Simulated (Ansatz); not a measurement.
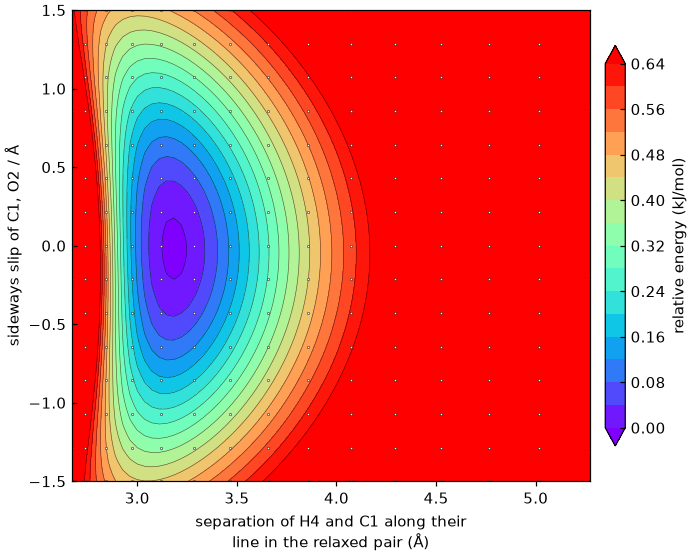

The pair CO···H₂. First axis: separation of H4 and C1 along their line in the relaxed pair. Second axis: sideways slip of C1, O2. Nothing is relaxed (both partners rigid). The scan uses a 15 × 15 grid. Points are written as (first, second). Energies: kJ/mol, counted from the lowest grid point. Level of theory: RKS wB97X-V/def2-TZVPD (Ansatz).

The picture shows filled contours, dots at the grid points, one colour for all values above the top of the scale. Between grid points the surface is interpolated.

Estimate the position of the minimum and the force constants in these coordinates.

Answer. The interpolated minimum is at the first coordinate ≈ 3.183 Å, sideways slip of C1, O2 ≈ 0.000 Å. The curvatures there are about 0.055 eV/Å² and 0.0058 eV/Å², with a cross term of about 0.0008 eV/Å². Round the minimum the two coordinates are nearly uncoupled. (1 eV is 96.5 kJ/mol.)
